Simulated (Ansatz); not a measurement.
Cl3H2HfN (SMILES [NH2][Hf]([Cl])([Cl])[Cl])

Input

```
crystal:
  periodic: [false, false, false]
  atoms:
    - {symbol: N, position_ang: [-0.566240, 0.727375, 0.884454]}
    - {symbol: Hf, position_ang: [0.313829, -0.425308, -0.485406]}
    - {symbol: Cl, position_ang: [1.913168, -1.702181, 0.639750]}
    - {symbol: Cl, position_ang: [-1.361746, -1.685965, -1.518695]}
    - {symbol: Cl, position_ang: [1.338332, 0.940626, -2.089584]}
    - {symbol: H, position_ang: [-1.465254, 1.179498, 0.784763]}
    - {symbol: H, position_ang: [-0.172089, 0.965955, 1.784707]}
basis:
  gaussian: {orbitals: def2-TZVPP}
hamiltonian: {xc: pbe0, dispersion: d4}
output: {orbitals: {seedname: orbitals}}
```

Command:

```sh
ansatz run in.yaml --threads 4 --pin off --events-out ev --progress --plain --max-ram 10444MiB
```

Geometry: PBE0-D4/def2-TZVP; core potentials replace the inner electrons of Hf.

Level of theory: RKS PBE0-D4/def2-TZVPP (Ansatz 0.2.0).

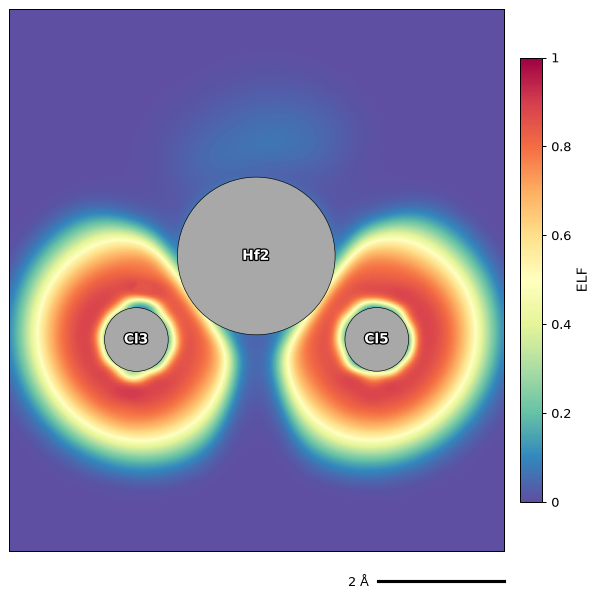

Figure 1. Electron localisation function on the plane of atoms Cl3, Hf2 and Cl5. Grey discs cover the atomic cores.

What does the map show?

Answer. Atoms in the plane: Hf and Cl.
Hf–Cl (2.34 Å): the ELF peaks at about 0.85 in the valence shell of Cl, 0.8 Å from its nucleus, and is about 0.40 at the midpoint.

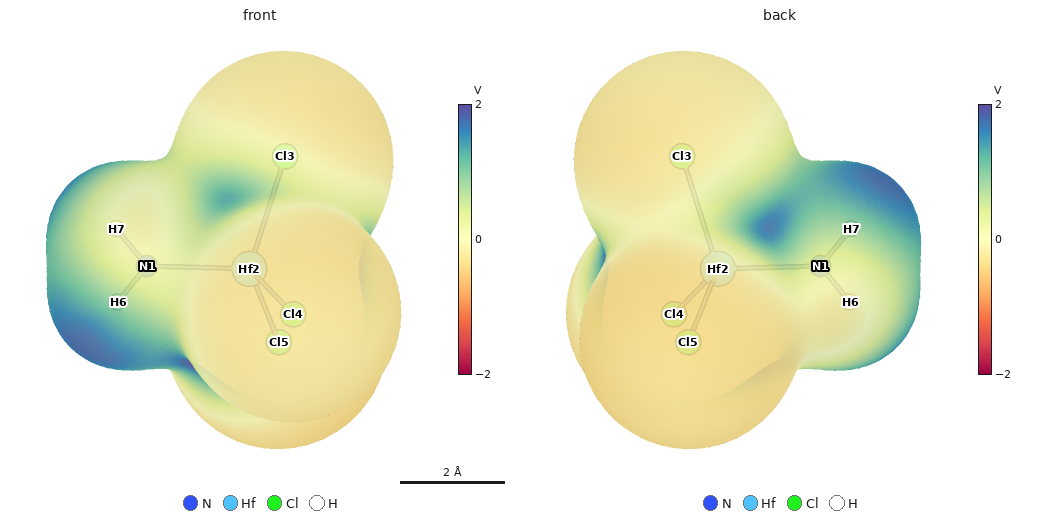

Figure 2. The electrostatic potential painted on the density surface at 0.001 e/bohr³, seen from the front and from behind; the colour scale runs from red (negative) to blue (positive).

Which sites attract a positive test charge, and which a negative one?

Answer. A positive charge is drawn to the negative regions and a negative charge to the positive ones. The most negative region (about −0.4 V) lies over Cl5, the most positive (about +1.9 V) over Hf2 and H6.

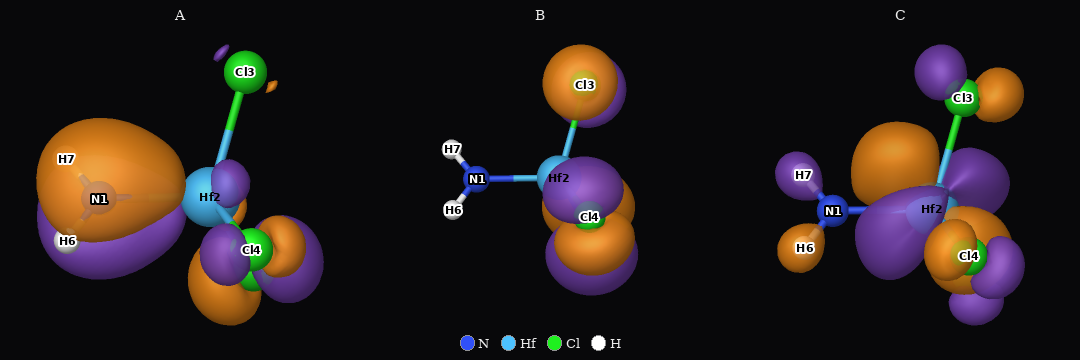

Figure 3. Three frontier orbitals at ±0.1 Å⁻³ᐟ² (orange and purple are the two phases), in no order.

Which picture is the HOMO−1, the HOMO and the LUMO?

Answer. B is the HOMO−1 (−9.26 eV). By Hirshfeld shares it lies mainly on Cl5 (about 50 %), Cl4 (about 25 %) and Cl3 (about 20 %); largely a combination of lone pairs on Cl5, Cl4 and Cl3. A is the HOMO (−8.32 eV). Its weight (Hirshfeld) is mainly on N1 (about 60 %), Hf2 (about 15 %) and Cl5 (about 10 %). C is the LUMO (−1.62 eV). Its weight (Hirshfeld) is mainly on Hf2 (about 65 %), Cl3 (about 10 %), Cl4 (about 10 %) and Cl5 (about 5 %).

What is the HOMO–LUMO gap?

Answer. 6.70 eV between the orbital energies.
